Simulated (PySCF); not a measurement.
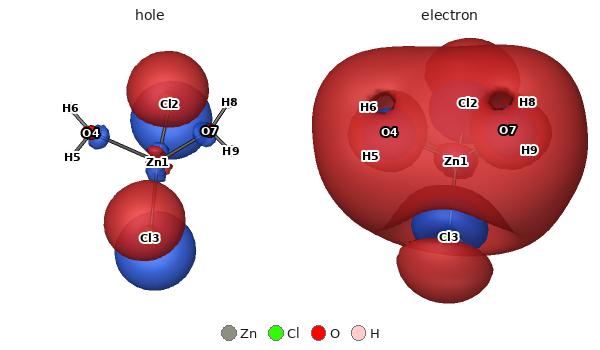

*ZnCl2(H2O)2 (Cl2H4O2Zn). Leading natural transition orbital pair of S₃ (TDA singlet states); the surfaces enclose about 85 % of each orbital's density.*

PySCF calculation, BHandHLYP/def2-SVP, gas phase; geometry: GFN2-xTB. No frequency check shows the geometry to be a minimum. GFN2-xTB bond lengths at metals and heavier atoms can be off by up to 0.1 Å and shapes distorted, which carries into these values. Without diffuse functions Rydberg states are missing, so the states' numbers hold for this basis only.

Input

```python
import numpy as np
from pyscf import gto, scf, dft, tdscf
from pyscf.scf import atom_ks, atom_hf
from scipy.linalg import block_diag

def solve(mol, dm0=None, hcore=None):
    mf = (dft.UKS if mol.spin else dft.RKS)(mol, xc='bhandhlyp')
    mf.grids.level = 3
    mf = mf.density_fit(auxbasis='def2-universal-jkfit')
    mf.conv_tol, mf.max_cycle = 1e-8, 80
    if hcore is not None:
        mf.get_hcore = lambda *args: hcore
    mf.kernel(dm0)
    if not mf.converged:
        mf = mf.newton().run(mf.mo_coeff, mf.mo_occ, max_cycle=30)
    assert mf.converged, 'SCF not converged'
    return mf

mol = gto.M(atom='''
Zn    -0.00061     0.00128    -0.18072
Cl     2.12851     0.08829    -0.64021
Cl    -2.13030    -0.07797    -0.63901
O     -0.15953     1.59432     1.34882
H     -1.03713     1.97895     1.44662
H      0.49817     2.28664     1.46471
O      0.16431    -1.61527     1.32724
H      1.04254    -2.00118     1.41482
H     -0.49302    -2.31066     1.43366
''', basis='def2-svp', charge=0, spin=0, verbose=4)
mf = solve(mol)
td = mf.TDA()
td.nstates, td.singlet, td.conv_tol = 5, True, 1e-5
td.kernel()
td.analyze()
x, y = np.array([p[0] for p in td.xy]), np.array([p[1] + 0 * p[0] for p in td.xy])
f, mu = td.oscillator_strength(), td.transition_dipole()
nto = [td.get_nto(state=i + 1, verbose=4) for i in range(len(td.e))]
# spherically averaged free atoms, for the promolecule
atm = atom_ks.get_atm_nrks(mol, xc='bhandhlyp')
pro = block_diag(*[(atm[a[0]][2] * atm[a[0]][3]) @ atm[a[0]][2].T for a in mol._atom])
np.savez('result.npz', e=td.e, f=f, ok=td.converged, w=[n[0] for n in nto], nto=[n[1] for n in nto], x=x, y=y, c=mf.mo_coeff, occ=mf.mo_occ, eps=mf.mo_energy, pro=pro, mu=mu)
```

Command:

```sh
OMP_NUM_THREADS=1 python input.py
```

The run took 4.4 min on 1 thread of Arm Neoverse V2 (shared host), peak memory 0.63 GiB.

**Give its energy and the atoms that hole and electron lie on.**

7.04 eV (176 nm), f = 0.075, partly diffuse acceptor orbital, which a basis without diffuse functions describes poorly; the leading pair carries 99 %; hole on Cl2 and Cl3 (45 % each) and Zn1 (6 %), electron on Zn1 (40 %), Cl2 and Cl3 (14 % each) and H5, H6, H8 and H9 (5 % each) (atom shares of so diffuse an orbital are rough); their centroids lie 0.5 Å apart; S₄ lies within 0.1 eV of it. In canonical orbitals it is mainly HOMO−2 → LUMO (90 %). The HOMO–LUMO gap is 9.34 eV.
